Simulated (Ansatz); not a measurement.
**From F to Br: the dipole moment**

Gas-phase molecules, one atom swapped for its congeners: C2H5FMg `C[CH2][Mg][F]`; C2H5ClMg `C[CH2][Mg][Cl]`; C2H5BrMg `C[CH2][Mg][Br]`. All are singlets with charge 0.

Shapes, held fixed at every level: PBE0-D4/def2-TZVP. Programs: Ansatz 0.2.0. Values in D.

| level | C2H5FMg | C2H5ClMg | C2H5BrMg |
| --- | --- | --- | --- |
| PBE-D4/def2-TZVPP | 2.21 | 2.35 | 2.32 |
| r2SCAN-D4/def2-TZVPP | 2.06 | 2.27 | 2.26 |
| B3LYP-D4/def2-TZVPP | 2.19 | 2.31 | 2.31 |
| wB97M-V/def2-TZVPP | 2.08 | 2.25 | 2.29 |

At wB97M-V/def2-TZVPP the dipole moment rises at every step, from 2.08 to 2.29 D. 2 of 4 levels show this order throughout; 1 agree on the largest and the smallest. Relativity is left out for Br.

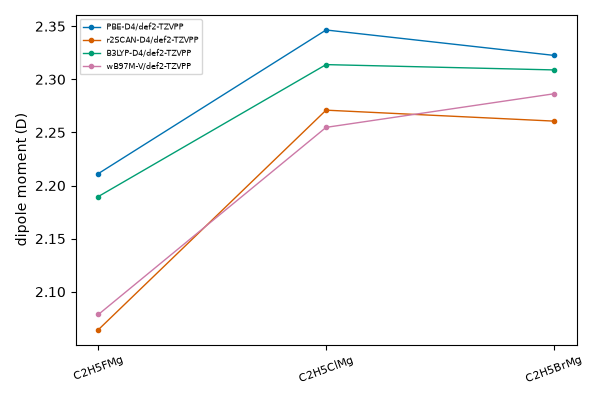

The trend along the series, level by level.
